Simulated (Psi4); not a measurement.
# [SiPH4]− (SMILES [SiH2-]P) at wB97X-V/def2-SVPD

Aim: the energy change on altering one bond length of [SiPH4]− at wB97X-V/def2-SVPD, from 2 runs. 

Program for the calculation: Psi4 1.11.

6 further runs of the same task are left out: 4 that didn't finish, 2 set aside as unsound or not needed.

## 1. The structure to begin with

[SiPH4]−: 6 atoms, total charge -1, spin state singlet. SMILES: `[SiH2-]P`. The shape is that of a GFN2-xTB optimisation. This is one conformer, not always the lowest.

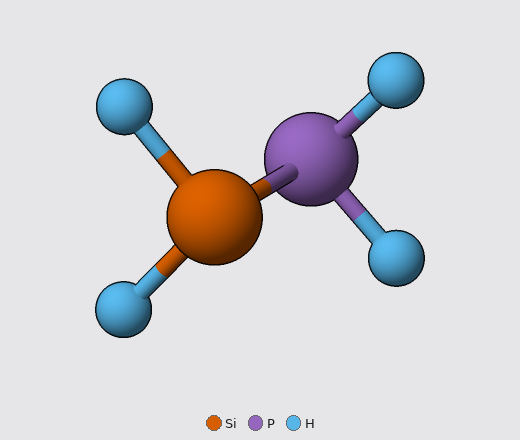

The structure, seen from a chosen angle (silicon orange, phosphorus purple, hydrogen blue).

## 2. The energy at wB97X-V/def2-SVPD

Contents of h4psi.xyz:

```xyz
6
H4PSi
Si     0.357650    -1.019850    -0.132620
P     -0.355230     1.071380     0.132600
H     -0.387090    -1.600590     1.036860
H     -0.642080    -1.408110    -1.185860
H      0.407400     1.565440    -0.899820
H      0.619350     1.391730     1.048840
```

Contents of h4psi.py:

```python
import psi4

psi4.set_memory(1600000000)
psi4.set_num_threads(1)
psi4.core.set_output_file('run.log', False)

with open('h4psi.xyz') as f:
    atoms = ''.join(f.readlines()[2:])
molecule = psi4.geometry('-1 1\n' + atoms + 'symmetry c1\nno_reorient\nno_com')

psi4.set_options({
    'basis': 'def2-SVPD',
    'puream': True,
    'e_convergence': 1e-09,
    'd_convergence': 1e-08,
    'scf_type': 'pk',
    'dft_radial_points': 99,
    'dft_spherical_points': 590,
})

result = psi4.energy("WB97X-V", molecule=molecule)
print(f'total energy {result:.8f} hartree = {result * 27.211386:.5f} eV')
```

Command:

```bash
$ python h4psi.py
```

run.log:

```text
[...]
  Running in c1 symmetry.
[...]
  Nuclear repulsion =   83.574544087149320
[...]
  Multiplicity = 1
[...]
  Nalpha       = 17
  Nbeta        = 17
[...]
    Number of basis functions: 80
[...]
   @RKS iter   1:  -632.86773007287604   -4.15611e-01   3.49067e-03 ADIIS/DIIS
[...]
   @RKS iter  12:  -632.94068121826660   -5.22959e-12   2.53156e-09 DIIS
[...]
    Orbital Energies [Eh]
    ---------------------
    Doubly Occupied:
       1A    -76.857064     2A    -65.881283     3A     -6.453946
       4A     -5.142020     5A     -4.613100     6A     -4.610775
       7A     -4.607388     8A     -3.496926     9A     -3.495718
      10A     -3.492014    11A     -0.585361    12A     -0.404181
      13A     -0.314030    14A     -0.219699    15A     -0.212266
      16A     -0.181899    17A     -0.062763
[...]
  @RKS Final Energy:  -632.94068121826660
   => Energetics <=
    Nuclear Repulsion Energy =             83.5745440871493201
    One-Electron Energy =               -1048.7381310009864137
    Two-Electron Energy =                 366.0631981657855931
    DFT Exchange-Correlation Energy =     -33.9789087718710903
    Empirical Dispersion Energy =           0.0000000000000000
    VV10 Nonlocal Energy =                  0.1386163016557923
    Total Energy =                       -632.9406812182668318
[...]
 Multipole Moments:
 ------------------------------------------------------------------------------------
     Multipole            Electronic (a.u.)      Nuclear  (a.u.)        Total (a.u.)
 ------------------------------------------------------------------------------------
 L = 1.  Multiply by 2.5417464519 to convert [e a0] to [Debye]
 Dipole X            :          0.3390121           -0.6118366           -0.2728246
 Dipole Y            :         -2.2593264            3.2905234            1.0311970
 Dipole Z            :         -0.1236490            0.2500864            0.1264374
 Magnitude           :                                                    1.0741447
[...]
```

The script printed:

```text
total energy -632.94068122 hartree = -17223.19319 eV
```

Run time: 53 s. Hardware: 1 thread of Intel Xeon 6975P-C (Granite Rapids), shared host; peak memory 1.1 GiB.

## 3. The distorted shape, same level

Contents of h4psi.xyz:

```xyz
6
H4PSi
Si     0.065287    -1.115952    -0.407482
P     -0.647593     0.975278    -0.142262
H     -0.679453    -1.696692     0.761998
H     -0.934443    -1.504212    -1.460722
H      0.115037     1.469338    -1.174682
H      0.619350     1.391730     1.048840
```

Contents of calc.py:

```python
import psi4

psi4.set_memory('1600 MB')
psi4.set_num_threads(1)
psi4.set_output_file('run.log', False)

with open('h4psi.xyz') as f:
    atoms = ''.join(f.readlines()[2:])
mol = psi4.geometry('-1 1\n' + atoms + 'symmetry c1\nno_reorient\nno_com')

psi4.set_options({
    'reference': 'rks',
    'puream': True,
    'e_convergence': 1e-09,
    'd_convergence': 1e-08,
    'scf_type': 'pk',
    'dft_radial_points': 99,
    'dft_spherical_points': 590,
})

E = psi4.energy("wb97x-v/def2-SVPD")
print(f'total energy {E:.8f} hartree = {E * 27.211386:.5f} eV')
```

Command:

```bash
$ python calc.py
```

run.log:

```text
[...]
  Running in c1 symmetry.
[...]
  Nuclear repulsion =   81.947885657956490
[...]
  Multiplicity = 1
[...]
  Nalpha       = 17
  Nbeta        = 17
[...]
    Number of basis functions: 80
[...]
   @RKS iter   1:  -632.82894460822104   -5.48460e-01   3.64205e-03 ADIIS/DIIS
[...]
   @RKS iter  12:  -632.91408972223644   -2.42153e-11   9.65958e-09 DIIS
[...]
    Orbital Energies [Eh]
    ---------------------
    Doubly Occupied:
       1A    -76.885715     2A    -65.884156     3A     -6.477204
       4A     -5.145147     5A     -4.637338     6A     -4.634136
       7A     -4.630174     8A     -3.500030     9A     -3.498799
      10A     -3.495114    11A     -0.570267    12A     -0.403531
      13A     -0.287877    14A     -0.221723    15A     -0.209109
      16A     -0.186090    17A     -0.065823
[...]
  @RKS Final Energy:  -632.91408972223644
   => Energetics <=
    Nuclear Repulsion Energy =             81.9478856579564905
    One-Electron Energy =               -1045.2696835692279365
    Two-Electron Energy =                 364.1817407251062946
    DFT Exchange-Correlation Energy =     -33.9125981422246809
    Empirical Dispersion Energy =           0.0000000000000000
    VV10 Nonlocal Energy =                  0.1385656061534157
    Total Energy =                       -632.9140897222364401
[...]
 Multipole Moments:
 ------------------------------------------------------------------------------------
     Multipole            Electronic (a.u.)      Nuclear  (a.u.)        Total (a.u.)
 ------------------------------------------------------------------------------------
 L = 1.  Multiply by 2.5417464519 to convert [e a0] to [Debye]
 Dipole X            :         18.3974804          -18.2913886            0.1060918
 Dipole Y            :          3.5897802           -2.5208833            1.0688969
 Dipole Z            :         16.7892613          -16.3711585            0.4181028
 Magnitude           :                                                    1.1526517
[...]
```

The script printed:

```text
total energy -632.91408972 hartree = -17222.46960 eV
```

It took 56 s on 1 thread of Intel Xeon 6975P-C (Granite Rapids), shared host; peak memory 1.1 GiB.

## 4. Outcome

At wB97X-V/def2-SVPD:

```
                                                              quantity          value
                                             first shape: total energy  -632.94068 Eh
                                              first shape: HOMO energy       -1.71 eV
                                              first shape: LUMO energy        6.37 eV
    first shape: HOMO–LUMO gap (to an unbound level, set by the basis)        8.08 eV
                                         distorted shape: total energy  -632.91409 Eh
                                          distorted shape: HOMO energy       -1.79 eV
                                          distorted shape: LUMO energy        5.77 eV
distorted shape: HOMO–LUMO gap (to an unbound level, set by the basis)        7.56 eV
     energy change with the P2–H6 bond stretched from 1.375 to 1.788 Å       0.724 eV
```

In words: With the P2–H6 bond stretched from 1.375 to 1.788 Å the energy rises by 0.72 eV (69.8 kJ/mol). The first shape isn't relaxed at this level, so the change isn't measured from a minimum.
